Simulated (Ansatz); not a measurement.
**CH3Cl2GaO (SMILES C[O][Ga]([Cl])[Cl]): density, localisation and related maps**

The calculation's input:

```
crystal:
  periodic: [false, false, false]
  atoms:
    - {symbol: C, position_ang: [-0.401092, -0.567243, 1.115795]}
    - {symbol: O, position_ang: [0.261091, 0.552271, 0.565265]}
    - {symbol: Ga, position_ang: [0.519808, 0.776460, -1.158703]}
    - {symbol: Cl, position_ang: [-0.169449, -0.676076, -2.546650]}
    - {symbol: Cl, position_ang: [1.525889, 2.510304, -1.817027]}
    - {symbol: H, position_ang: [0.270089, -1.073129, 1.815742]}
    - {symbol: H, position_ang: [-1.284715, -0.229713, 1.665144]}
    - {symbol: H, position_ang: [-0.721631, -1.292864, 0.360435]}
basis:
  gaussian: {orbitals: def2-TZVPP}
hamiltonian: {xc: pbe0, dispersion: d4}
output: {orbitals: {seedname: orbitals}}
```

Run with:

```sh
ansatz run in.yaml --threads 4 --pin off --events-out ev --progress --plain --max-ram 10444MiB
```

Geometry: PBE0-D4/def2-TZVP.

These are results of Ansatz, RKS PBE0-D4/def2-TZVPP, not measurements.

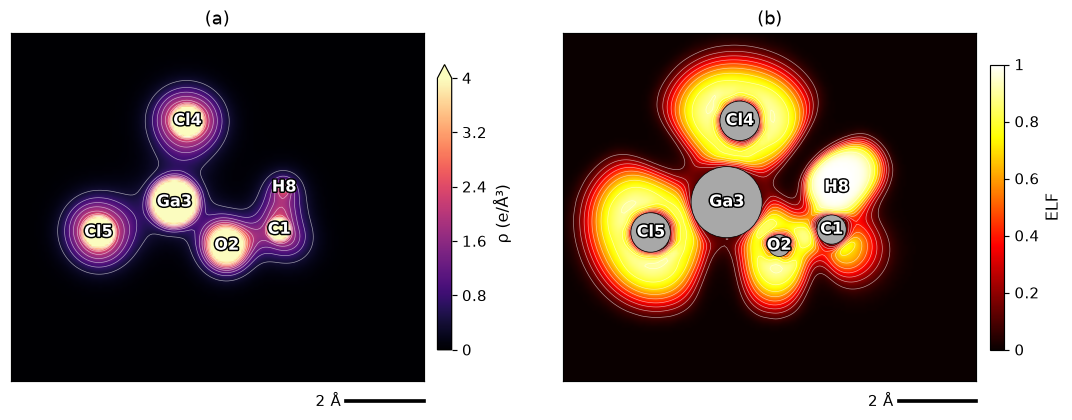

Figure 1. (a) total electron density; (b) ELF on the plane of atoms C1, O2 and Ga3. Grey discs cover the atomic cores in the ELF map.

### What do the fields say about this system?

- The plane passes through C, O, Ga, Cl and H nuclei.
- C–O (1.41 Å): ρ at the midpoint is about 2 e/Å³, with its minimum of 1.7 e/Å³ about 0.5 Å from C; the ELF peaks at about 0.85 between the atoms: a polar covalent bond.
- Ga–O (1.76 Å): ρ is about 0.97 e/Å³ halfway; the ELF peaks at about 0.85 in the valence shell of O, 0.6 Å from its nucleus, and is about 0.20 at the midpoint.
- Ga–Cl (2.11 Å): ρ at the midpoint is about 0.78 e/Å³; the ELF peaks at about 0.80 in the valence shell of Cl, 0.8 Å from its nucleus, and is about 0.60 at the midpoint.
- C–H (1.10 Å): the density is about 2 e/Å³ at the midpoint; the ELF climbs to about 1 towards the hydrogen, as it does in any bond to H (a covalent bond by its length).
- The ELF also peaks beside O2, Cl5 and Cl4, away from the bonds: lone-pair regions.

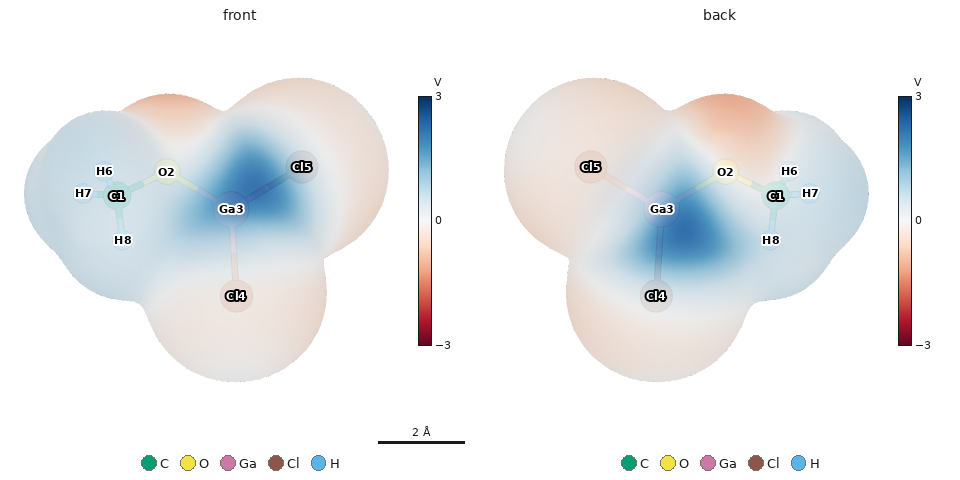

Figure 2. The electrostatic potential painted on the density surface at 0.001 e/bohr³, seen from the front and from behind; red is negative and blue positive.

### Which sites attract a positive test charge, and which a negative one?

A positive charge is drawn to the negative regions and a negative charge to the positive ones. The most negative region (about −1.0 V) lies over O2, the most positive (about +2.3 V) over Ga3.

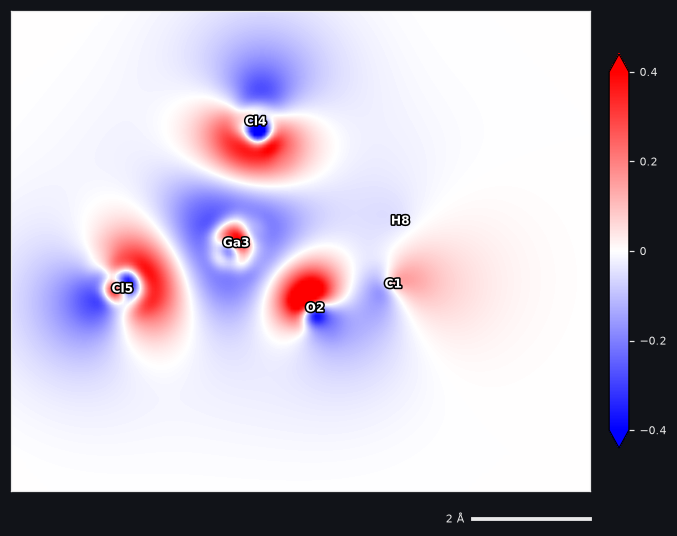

Figure 3. The LUMO on the plane of atoms C1, O2 and Ga3 (values in Å⁻³ᐟ²; the overall sign is arbitrary).

### What is the character of this orbital?

By Hirshfeld shares it lies mainly on Ga3 (about 50 %), Cl5 (about 20 %), Cl4 (about 20 %) and O2 (about 10 %). Its energy is −1.48 eV.
